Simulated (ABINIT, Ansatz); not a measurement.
# TaBe (Pm-3m): phonons by linear response, part 3 of 4

How does TaBe (Pm-3m) vibrate, and is this structure a minimum?

ABINIT 10.8.3; DFT PBEsol, scalar-relativistic, plane waves, PseudoDojo norm-conserving pseudopotentials.

So far. Step 5 (Ground state): The cell stands at -0.51 GPa: the relaxation ran with a smoothed and higher cutoff, and the difference is a stress of the finite basis. Step 6 (Linear response at Γ): The acoustic modes at Γ come out as far as 7.1 cm⁻¹ from zero, where they should vanish, a small numerical error. The relaxed cell has a = 2.968 Å (conventional setting).

The structure was built from a prototype and need not be the compound's stable phase.

## Step 8: Interpolated phonon bands

anaddb transforms the dynamical matrices to force constants and back along the path; points of the mesh come back as solved, but for the sum rule and, in polar crystals, the LO-TO term at Γ; the rest is interpolation.

Contents of anaddb.abi:

```
ddb_filepath "all_DDB"
output_file "anaddb.abo"
outdata_prefix "anaddb"
ifcflag 1
ngqpt 4 4 4
nqshft 1
q1shft 0.0 0.0 0.0
asr 1
chneut 0
dipdip 0
dipquad 0
quadquad 0
enunit 0
eivec 0
nph1l 62
qph1l 
    0.0 0.0 0.0 1.0
    0.0 0.05 0.0 1.0
    0.0 0.1 0.0 1.0
    0.0 0.15 0.0 1.0
    0.0 0.2 0.0 1.0
    0.0 0.25 0.0 1.0
    0.0 0.3 0.0 1.0
    0.0 0.35 0.0 1.0
    0.0 0.4 0.0 1.0
    0.0 0.45 0.0 1.0
    0.0 0.5 0.0 1.0
    0.05 0.5 0.0 1.0
    0.1 0.5 0.0 1.0
    0.15 0.5 0.0 1.0
    0.2 0.5 0.0 1.0
    0.25 0.5 0.0 1.0
    0.3 0.5 0.0 1.0
    0.35 0.5 0.0 1.0
    0.4 0.5 0.0 1.0
    0.45 0.5 0.0 1.0
    0.5 0.5 0.0 1.0
    0.45 0.45 0.0 1.0
    0.4 0.4 0.0 1.0
    0.35 0.35 0.0 1.0
    0.3 0.3 0.0 1.0
    0.25 0.25 0.0 1.0
    0.2 0.2 0.0 1.0
    0.15 0.15 0.0 1.0
    0.1 0.1 0.0 1.0
    0.05 0.05 0.0 1.0
    0.0 0.0 0.0 1.0
    0.05 0.05 0.05 1.0
    0.1 0.1 0.1 1.0
    0.15 0.15 0.15 1.0
    0.2 0.2 0.2 1.0
    0.25 0.25 0.25 1.0
    0.3 0.3 0.3 1.0
    0.35 0.35 0.35 1.0
    0.4 0.4 0.4 1.0
    0.45 0.45 0.45 1.0
    0.5 0.5 0.5 1.0
    0.45 0.5 0.45 1.0
    0.4 0.5 0.4 1.0
    0.35 0.5 0.35 1.0
    0.3 0.5 0.3 1.0
    0.25 0.5 0.25 1.0
    0.2 0.5 0.2 1.0
    0.15 0.5 0.15 1.0
    0.1 0.5 0.1 1.0
    0.05 0.5 0.05 1.0
    0.0 0.5 0.0 1.0
    0.5 0.5 0.5 1.0
    0.5 0.5 0.45 1.0
    0.5 0.5 0.4 1.0
    0.5 0.5 0.35 1.0
    0.5 0.5 0.3 1.0
    0.5 0.5 0.25 1.0
    0.5 0.5 0.2 1.0
    0.5 0.5 0.15 1.0
    0.5 0.5 0.1 1.0
    0.5 0.5 0.05 1.0
    0.5 0.5 0.0 1.0
```

Contents of mrgddb.in:

```
all_DDB
merged
10
dfpt_gammao_DDB
dfpt_qo_DS1_DDB
dfpt_qo_DS2_DDB
dfpt_qo_DS3_DDB
dfpt_qo_DS4_DDB
dfpt_qo_DS5_DDB
dfpt_qo_DS6_DDB
dfpt_qo_DS7_DDB
dfpt_qo_DS8_DDB
dfpt_qo_DS9_DDB
```

Started as:

```
$ mrgddb < mrgddb.in > mrgddb.log
$ OMP_NUM_THREADS=1 anaddb anaddb.abi > anaddb.log
```

anaddb.abo, the main output file:

```text
[banners, grids, parts of the stress and lines that vanish by symmetry left out]
-outvars_anaddb: echo values of input variables ----------------------

 Flags :
[...]
Phonon wavevector (reduced coordinates) :  0.00000  0.00000  0.00000
 Phonon energies in Hartree :
[...]
Phonon frequencies in cm-1    :
-  0.000000E+00  0.000000E+00  0.000000E+00  4.995012E+02  4.995012E+02
-  4.995012E+02
[...]
Phonon wavevector (reduced coordinates) :  0.00000  0.05000  0.00000
 Phonon energies in Hartree :
[...]
Phonon frequencies in cm-1    :
-  8.531494E+00  8.531494E+00  1.710844E+01  4.986168E+02  4.986168E+02
-  4.988032E+02
[...]
Phonon wavevector (reduced coordinates) :  0.00000  0.10000  0.00000
 Phonon energies in Hartree :
[...]
Phonon frequencies in cm-1    :
-  1.826280E+01  1.826280E+01  3.493350E+01  4.961709E+02  4.961709E+02
-  4.968046E+02
[...]
Phonon wavevector (reduced coordinates) :  0.00000  0.15000  0.00000
 Phonon energies in Hartree :
[...]
Phonon frequencies in cm-1    :
-  2.984918E+01  2.984918E+01  5.389797E+01  4.927194E+02  4.927194E+02
-  4.937651E+02
[...]
Phonon wavevector (reduced coordinates) :  0.00000  0.20000  0.00000
 Phonon energies in Hartree :
[...]
Phonon frequencies in cm-1    :
-  4.320889E+01  4.320889E+01  7.393896E+01  4.889926E+02  4.889926E+02
-  4.900407E+02
[...]
Phonon wavevector (reduced coordinates) :  0.00000  0.25000  0.00000
 Phonon energies in Hartree :
[...]
Phonon frequencies in cm-1    :
-  5.762160E+01  5.762160E+01  9.445387E+01  4.856750E+02  4.856750E+02
-  4.860094E+02
  Phonon wavevector (reduced coordinates) :  0.00000  0.30000  0.00000
 Phonon energies in Hartree :
[...]
Phonon frequencies in cm-1    :
-  7.194062E+01  7.194062E+01  1.143611E+02  4.820246E+02  4.832176E+02
-  4.832176E+02
  Phonon wavevector (reduced coordinates) :  0.00000  0.35000  0.00000
 Phonon energies in Hartree :
[...]
Phonon frequencies in cm-1    :
-  8.484177E+01  8.484177E+01  1.322410E+02  4.784117E+02  4.817456E+02
-  4.817456E+02
  Phonon wavevector (reduced coordinates) :  0.00000  0.40000  0.00000
 Phonon energies in Hartree :
[...]
Phonon frequencies in cm-1    :
-  9.506782E+01  9.506782E+01  1.465365E+02  4.754886E+02  4.810859E+02
-  4.810859E+02
  Phonon wavevector (reduced coordinates) :  0.00000  0.45000  0.00000
 Phonon energies in Hartree :
[...]
Phonon frequencies in cm-1    :
-  1.016212E+02  1.016212E+02  1.558090E+02  4.735663E+02  4.809024E+02
-  4.809024E+02
  Phonon wavevector (reduced coordinates) :  0.00000  0.50000  0.00000
 Phonon energies in Hartree :
[...]
Phonon frequencies in cm-1    :
-  1.038762E+02  1.038762E+02  1.590259E+02  4.728930E+02  4.808830E+02
-  4.808830E+02
  Phonon wavevector (reduced coordinates) :  0.05000  0.50000  0.00000
 Phonon energies in Hartree :
[...]
Phonon frequencies in cm-1    :
-  1.009552E+02  1.037859E+02  1.573393E+02  4.739032E+02  4.805369E+02
-  4.809837E+02
  Phonon wavevector (reduced coordinates) :  0.10000  0.50000  0.00000
 Phonon energies in Hartree :
[...]
Phonon frequencies in cm-1    :
-  9.270754E+01  1.033739E+02  1.522606E+02  4.766480E+02  4.797699E+02
-  4.813470E+02
  Phonon wavevector (reduced coordinates) :  0.15000  0.50000  0.00000
 Phonon energies in Hartree :
[...]
Phonon frequencies in cm-1    :
-  8.053725E+01  1.022811E+02  1.437731E+02  4.792809E+02  4.804128E+02
-  4.821152E+02
[...]
Phonon wavevector (reduced coordinates) :  0.40000  0.50000  0.40000
 Phonon energies in Hartree :
[...]
Phonon frequencies in cm-1    :
-  1.309640E+02  1.336327E+02  1.479684E+02  4.596635E+02  4.638957E+02
-  4.685595E+02
  Phonon wavevector (reduced coordinates) :  0.35000  0.50000  0.35000
 Phonon energies in Hartree :
[...]
Phonon frequencies in cm-1    :
-  1.112711E+02  1.228937E+02  1.468999E+02  4.580706E+02  4.676174E+02
-  4.745008E+02
  Phonon wavevector (reduced coordinates) :  0.30000  0.50000  0.30000
 Phonon energies in Hartree :
[...]
Phonon frequencies in cm-1    :
-  8.577841E+01  1.161906E+02  1.428508E+02  4.581549E+02  4.735679E+02
-  4.803318E+02
  Phonon wavevector (reduced coordinates) :  0.25000  0.50000  0.25000
 Phonon energies in Hartree :
[...]
Phonon frequencies in cm-1    :
-  5.892093E+01  1.166873E+02  1.357163E+02  4.604781E+02  4.796432E+02
-  4.846169E+02
  Phonon wavevector (reduced coordinates) :  0.20000  0.50000  0.20000
 Phonon energies in Hartree :
[...]
Phonon frequencies in cm-1    :
-  4.256269E+01  1.239811E+02  1.266686E+02  4.647595E+02  4.832133E+02
-  4.864952E+02
  Phonon wavevector (reduced coordinates) :  0.15000  0.50000  0.15000
 Phonon energies in Hartree :
[...]
Phonon frequencies in cm-1    :
-  5.307161E+01  1.175633E+02  1.352331E+02  4.701522E+02  4.828353E+02
-  4.859709E+02
[...]
Phonon wavevector (reduced coordinates) :  0.50000  0.50000  0.05000
 Phonon energies in Hartree :
[...]
Phonon frequencies in cm-1    :
-  4.032144E+01  4.032144E+01  8.010079E+01  4.924261E+02  4.924261E+02
-  4.991351E+02
  Phonon wavevector (reduced coordinates) :  0.50000  0.50000  0.00000
 Phonon energies in Hartree :
[...]
Phonon frequencies in cm-1    :
-  3.532314E+01  3.532314E+01  7.462296E+01  4.938183E+02  4.938183E+02
-  5.005864E+02
-
```

Wall time 0.51 s (1 thread of Arm Neoverse V2, shared host).

This step gave:

```yaml
lowest_frequency_on_the_path: -66.40 cm⁻¹
```

Anaddb. Phonon branches along the path, in cm⁻¹:

```
    point  branch 1  branch 2  branch 3  branch 4  branch 5  branch 6
        Γ         0         0         0       500       500       500
        X       104       104       159       473       481       481
        M        35        35        75       494       494       501
        Γ         0         0         0       500       500       500
        R       147       147       147       462       462       462
        X       104       104       159       473       481       481
jump to R       147       147       147       462       462       462
        M        35        35        75       494       494       501
```

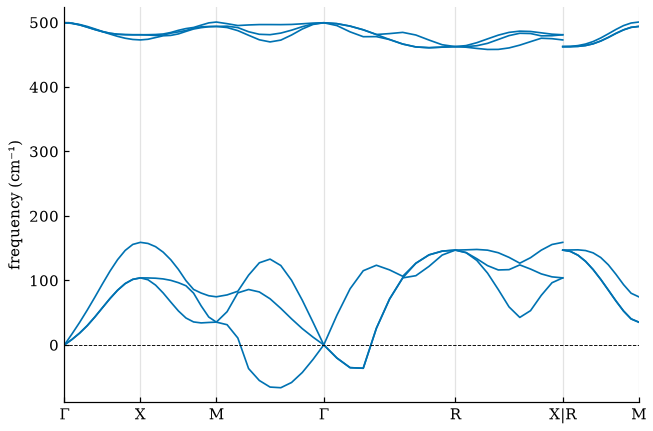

Phonon branches along the path.

The path dips to 66i cm⁻¹.

## Step 9: Sums over the zone

Sums over the zone need many more wavevectors than were solved, so the interpolation is sampled on a dense mesh.

Contents of anaddb.abi:

```
ddb_filepath "all_DDB"
output_file "anaddb.abo"
outdata_prefix "anaddb"
ifcflag 1
ngqpt 4 4 4
nqshft 1
q1shft 0.0 0.0 0.0
asr 1
chneut 0
dipdip 0
dipquad 0
quadquad 0
prtdos 2
ng2qpt 15 15 15
dosdeltae 4.5563e-06
ntemper 11
temperinc 100.0
tempermin 0.0
```

Started as:

```
$ OMP_NUM_THREADS=1 anaddb anaddb.abi > anaddb.log
```

anaddb.abo, the main output file:

```text
[banners, grids, parts of the stress and lines that vanish by symmetry left out]
-outvars_anaddb: echo values of input variables ----------------------

 Flags :
     ifcflag         1
 Miscellaneous information :
         asr         1
      chneut         0
 Interatomic Force Constants Inputs :
      dipdip         0
     dipquad         0
    quadquad         0
      ifcana         0
      ifcout         0
 Description of grid 1 :
        brav         1
       ngqpt         4         4         4
      nqshft         1
      q1shft
                     0.00000000E+00  0.00000000E+00  0.00000000E+00
 Phonon DOS information :
   dosdeltae  4.55630000E-06
    dossmear  4.55633525E-06
 Description of grid 2 (Fourier interp. or BZ sampling):
      ng2qpt        15        15        15
      ngrids         4
      q2shft         0.00000000E+00  0.00000000E+00  0.00000000E+00

================================================================================

 read the DDB information and perform some checks

  ==== Info on the Cryst% object ====
 Real(R)+Recip(G) space primitive vectors, cartesian coordinates (Bohr,Bohr^-1):
 R(1)=  5.6088492  0.0000000  0.0000000  G(1)=  0.1782897  0.0000000  0.0000000
 R(2)=  0.0000000  5.6088492  0.0000000  G(2)=  0.0000000  0.1782897  0.0000000
 R(3)=  0.0000000  0.0000000  5.6088492  G(3)=  0.0000000  0.0000000  0.1782897
 Unit cell volume ucvol=  1.7644985E+02 bohr^3
 Angles (23,13,12)=  9.00000000E+01  9.00000000E+01  9.00000000E+01 degrees
 Time-reversal symmetry is present
 Reduced atomic positions [iatom, xred, symbol]:
    1)    0.0000000  0.0000000  0.0000000  Be
    2)    0.5000000  0.5000000  0.5000000  Ta

 DDB file with 10 blocks has been read.

================================================================================

 Calculation of the interatomic forces

       Homogeneous q point set in the B.Z.
 Grid q points  :       64
  1)   0.00000000E+00  0.00000000E+00  0.00000000E+00
  2)   2.50000000E-01  0.00000000E+00  0.00000000E+00
  3)   5.00000000E-01  0.00000000E+00  0.00000000E+00
  4)  -2.50000000E-01  0.00000000E+00  0.00000000E+00
  5)   0.00000000E+00  2.50000000E-01  0.00000000E+00
  6)   2.50000000E-01  2.50000000E-01  0.00000000E+00
  7)   5.00000000E-01  2.50000000E-01  0.00000000E+00
  8)  -2.50000000E-01  2.50000000E-01  0.00000000E+00
  9)   0.00000000E+00  5.00000000E-01  0.00000000E+00
 10)   2.50000000E-01  5.00000000E-01  0.00000000E+00
 11)   5.00000000E-01  5.00000000E-01  0.00000000E+00
 12)  -2.50000000E-01  5.00000000E-01  0.00000000E+00
 13)   0.00000000E+00 -2.50000000E-01  0.00000000E+00
 14)   2.50000000E-01 -2.50000000E-01  0.00000000E+00
[...]
58)   2.50000000E-01  5.00000000E-01 -2.50000000E-01
 59)   5.00000000E-01  5.00000000E-01 -2.50000000E-01
 60)  -2.50000000E-01  5.00000000E-01 -2.50000000E-01
 61)   0.00000000E+00 -2.50000000E-01 -2.50000000E-01
 62)   2.50000000E-01 -2.50000000E-01 -2.50000000E-01
 63)   5.00000000E-01 -2.50000000E-01 -2.50000000E-01
 64)  -2.50000000E-01 -2.50000000E-01 -2.50000000E-01

 The interatomic forces have been obtained

================================================================================

 Calculation of phonon density of states

 Average speed of sound partial sums:     0.5385132680E-03 (at units)
-                                   =           1.1781 [km/s]

 Debye frequency from partial sums:     0.3742308968E-03 (Ha)
-                                 =     0.2462321014E+01 (THz)
-Debye temperature from partial sums:     0.1181727707E+03 (K)

 Average speed of sound:     0.5348435171E-04 (at units)
-                      =           0.1170 [km/s]

 Debye frequency from DOS:     0.3716806641E-04 (Ha)
-                        =     0.2445541289E+00 (THz)
-Debye temperature from DOS:     0.1173674709E+02 (K)

-
```

Run time: 0.67 s. Hardware: 1 thread.

This step gave:

```yaml
share_of_modes_beyond_3i_cm_minus1_on_the_dense_interpolated_mesh: 0.0453
```

The phonon density of states has structure finer than the step of the table below, so its rows give means over 50 cm⁻¹, whole bins alone (the curve runs from -95.4 to 529 cm⁻¹). Peaks (cm⁻¹: height): 124.6: 0.0397, 480.6: 0.134.

Tetrahedra. Phonon density of states against wavenumber; means over each step:

```
wavenumber (cm⁻¹)  phonon density of states (1/cm⁻¹/cell)
              -50                                 0.00384
                0                                 0.00425
               50                                  0.0129
              100                                  0.0269
              150                                  0.0120
              200                                       0
              250                                       0
              300                                       0
              350                                       0
              400                                       0
              450                                  0.0152
              500                                  0.0449
```

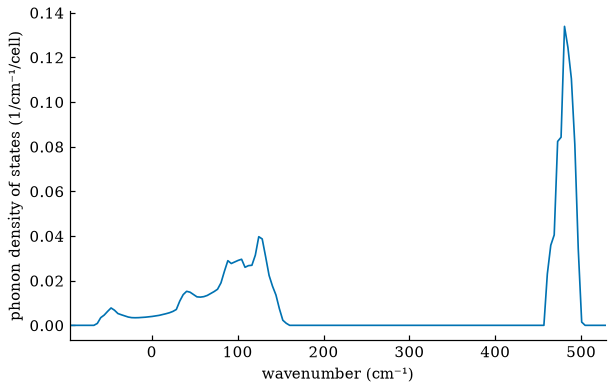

Phonon density of states against wavenumber.

(Part 3 of 4 ends here.)

[Host names and launcher messages were left out of these logs when they were recorded.]

[Logs are printed without paths, hosts, clocks, repeated set-up lines and the standing remarks that a program may print on its own settings, such as how far it seeks lower states.]

[Hosts, paths, dates, database ids (printed as entryN), source tags and the programs' standing remarks are cut or masked in the printed files.]
